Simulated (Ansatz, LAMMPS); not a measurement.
# Static equation of state of glassy 46SiO2-26B2O3-14Al2O3-14K2O (mol %) (133 atoms)

Density of this cell: 2.33 g/cm³. The cell holds 133 atoms: 16 Si, 18 B, 10 Al, 10 K and 79 O. Its edges and angles: a = 12.217 Å, b = 12.310 Å, c = 12.171 Å, α = 87.8°, β = 90.9°, γ = 88.4°. The starting structure: 133 atoms (16 Si, 18 B, 10 Al, 10 K, 79 O) placed at random at 2.32 g/cm³, melted at 3000 K for 20 ps at fixed volume with the Buckingham and Coulomb pair potential of Guillot and Sator (Geochim. Cosmochim. Acta 71, 1249 (2007)) with the boron terms of Wang et al. (J. Non-Cryst. Solids 498, 294 (2018)). Quenched from 3000 K to 300 K at 50 K/ps and fixed volume, held 10 ps at zero pressure.

Calculated with Ansatz 0.2.0: Kohn-Sham DFT, PBE, PAW (set soft_2), plane waves; cutoff 420 eV, Γ point, fixed occupations. Cell and atoms were relaxed first, to V0 = 13.744 Å³ an atom at a residual P0 = 0.006 GPa. The cell was then scaled evenly, and the atoms were relaxed at each volume.

| volume (Å³/atom) | pressure (GPa) |
| --- | --- |
| 12.370 | ? |
| 12.919 | 2.657 |
| 13.332 | 1.283 |
| 14.156 | -1.096 |
| 14.569 | -2.316 |

Task: Fit the third-order Birch–Murnaghan equation to the rows given and extrapolate to the withheld row.

Worked fit:

Take the Eulerian strain f = ½[(V0/V)^(2/3) − 1] and the normalised pressure F = (P − P0) / [3f(1 + 2f)^(5/2)]. The third-order Birch–Murnaghan equation is then the line F = B0 + (3/2)B0(B′ − 4) f, so u = f and v = F.

```
      u = f  v = F (GPa)
  0.0210567      37.8535
  0.0102567      39.4316
-0.00975665      39.5759
 -0.0190505      44.7854
```

With n = 4: mean u = 6.2656e-4, mean v = 40.4116, Σ(u − ū)² = 0.0010051, Σ(u − ū)(v − v̄) = -0.13909. Slope b = -0.13909 / 0.0010051 = -138.38; intercept a = v̄ − b ū = 40.498.

So B0 = a = 40.5 GPa and B′ = 4 + 2b/(3a) = 1.72. At the withheld volume f = 0.03638, F = a + b f = 35.46 GPa, and P = P0 + 3f(1 + 2f)^(5/2) F.

Prediction at 12.370: 4.620 GPa. The run gave 4.878 GPa, so the fit is low by 0.26 GPa (5.3 % of the value).

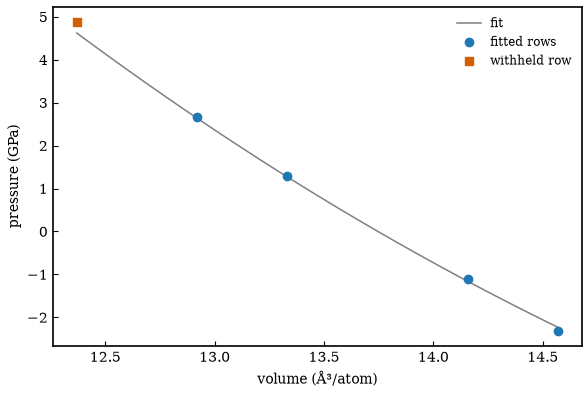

The fit, the rows that it rests on and the withheld row.

The series isn't one smooth equation of state: even a line fitted to all rows, the withheld one included, misses F by up to 5.5 %, the count of bonds changes along the series and an atom moves over 0.5 Å in some relaxation. B0 and B′ are then only the numbers of this fit, not moduli of the material. Among the rows given, the largest miss of the fit is at 14.569, by 0.086 GPa (1.2 % of the range of the table).

Limits: Static cells at zero temperature; the cell shape is held. The program notes that the SCF threshold of these relaxations is loose for the stress. The quench rate of 50 K/ps is many orders above laboratory rates, so the cell is likely richer in defects and strain than a real sample. The network of bonds at the start is that of the classical potential that made the cell, and needn't be the one that DFT or experiment would give. Only the Γ point is sampled, in a cell whose shortest periodic width is 12 Å.

[Logs are printed without paths, hosts, clocks, repeated set-up lines and the standing remarks that a program may print on its own settings, such as how far it seeks lower states.]

[Hosts, paths, dates, database ids (printed as entryN), source tags and the programs' standing remarks are cut or masked in the printed files.]
